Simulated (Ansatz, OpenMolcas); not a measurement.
**SiH2F (SMILES F[SiH2]): methods side by side**

SiH2F: 4 atoms, total charge 0, spin state doublet. SMILES: `F[SiH2]`. The coordinates come from a GFN2-xTB relaxation.

Quantity: the vertical energy of the quartet above the doublet, in eV. The values are calculated.

```json
{"level": "U-r2SCAN/STO-3G", "kind": "meta-GGA", "program": "Ansatz", "value (eV)": "10.51", "less FCI/STO-3G": "+0.23", "CPU time (all runs)": "7.1 s"}
{"level": "UBHLYP/STO-3G", "kind": "global hybrid", "program": "Ansatz", "value (eV)": "10.43", "less FCI/STO-3G": "+0.15", "CPU time (all runs)": "2.9 s"}
{"level": "UCAM-B3LYP/STO-3G", "kind": "range-separated hybrid", "program": "Ansatz", "value (eV)": "10.54", "less FCI/STO-3G": "+0.26", "CPU time (all runs)": "3.7 s"}
{"level": "UHSE06/STO-3G", "kind": "range-separated hybrid", "program": "Ansatz", "value (eV)": "10.43", "less FCI/STO-3G": "+0.15", "CPU time (all runs)": "4 s"}
{"level": "UB2PLYP/STO-3G", "kind": "double hybrid", "program": "Ansatz", "value (eV)": "10.52", "less FCI/STO-3G": "+0.24", "CPU time (all runs)": "3.4 s"}
{"level": "UCCSD(T)/STO-3G", "kind": "coupled cluster or CI", "program": "Ansatz", "value (eV)": "10.27", "less FCI/STO-3G": "-0.01", "CPU time (all runs)": "0.42 s"}
{"level": "UCCSDT(Q)/STO-3G", "kind": "coupled cluster or CI", "program": "Ansatz", "value (eV)": "10.28", "less FCI/STO-3G": "0.00", "CPU time (all runs)": "1.3 s"}
{"level": "UCCSDT/STO-3G", "kind": "coupled cluster or CI", "program": "Ansatz", "value (eV)": "10.28", "less FCI/STO-3G": "0.00", "CPU time (all runs)": "0.95 s"}
{"level": "FCI/STO-3G", "kind": "exact in the basis", "program": "OpenMolcas", "value (eV)": "10.28", "less FCI/STO-3G": "0.00", "CPU time (all runs)": "7.9 s"}
```

FCI/STO-3G is exact within its basis and frozen core, so for wave-function methods in that basis the difference is their error; functionals converge differently with the basis, so for them it is only a difference. The values span 10.27 to 10.54 eV. All rows use very small basis sets, so even the best lies far from the true value. Times are those of the runs behind each value, whatever else they computed, on shared processors of several kinds: orders of magnitude only.

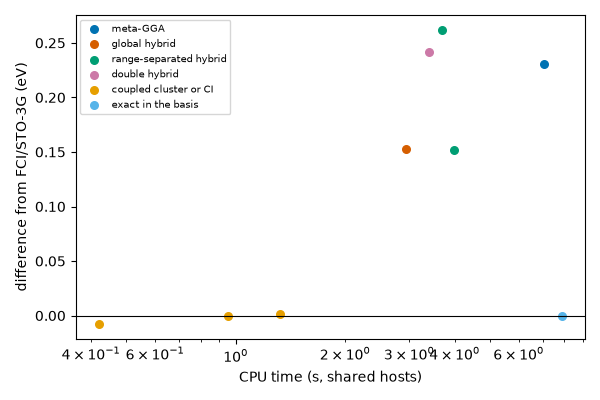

Difference from FCI/STO-3G against processor time, one point a level.
